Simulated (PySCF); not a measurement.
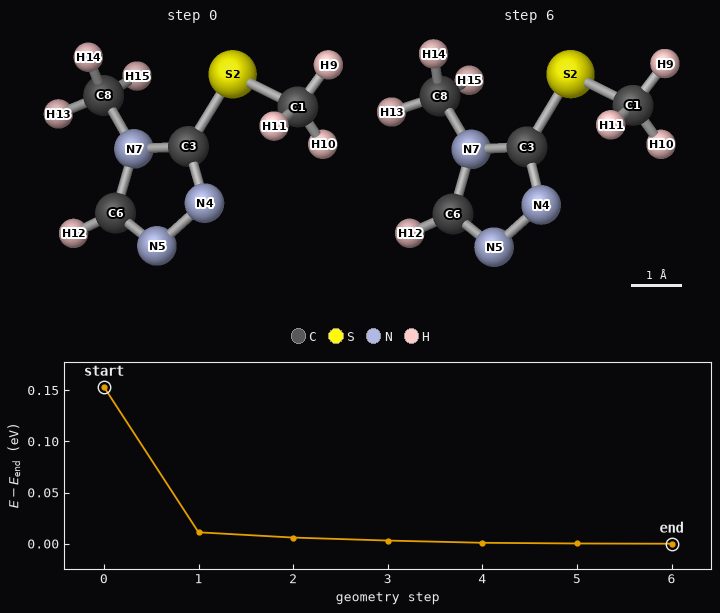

First and last geometry of a relaxation of C4H7N3S, with the history of the run. A ball-and-stick model, seen at a tilt.

The start comes from GFN2-xTB. Its atoms were then displaced at random by about 0.01 Å.

All numbers below come from PBE0-D3(BJ)/def2-SVP geometry optimisation, gas phase in PySCF 2.14.0, density-fitted response routines. 

Question: What do the curves and the structures tell?

Answer: It converged. H13 moves most after the best rigid fit: 0.20 Å. Largest moves by element: H 0.20 Å, N 0.06 Å, C 0.05 Å, S 0.02 Å. Near-neighbour distances that change, for instance: C1–S2 1.845 → 1.804 Å, C8–H13 1.132 → 1.097 Å, C1–H10 1.065 → 1.097 Å, C6–H12 1.061 → 1.089 Å. Among the angles between lasting bonds that change: H9–C1–H10 113.7° → 110.5°, S2–C3–N4 124.1° → 127.3°, S2–C1–H10 107.4° → 110.2°. The energy falls by 0.153 eV in 6 geometry steps. Cost: 74 s on 1 thread of AMD EPYC 7R43 64-Core Processor (shared host).
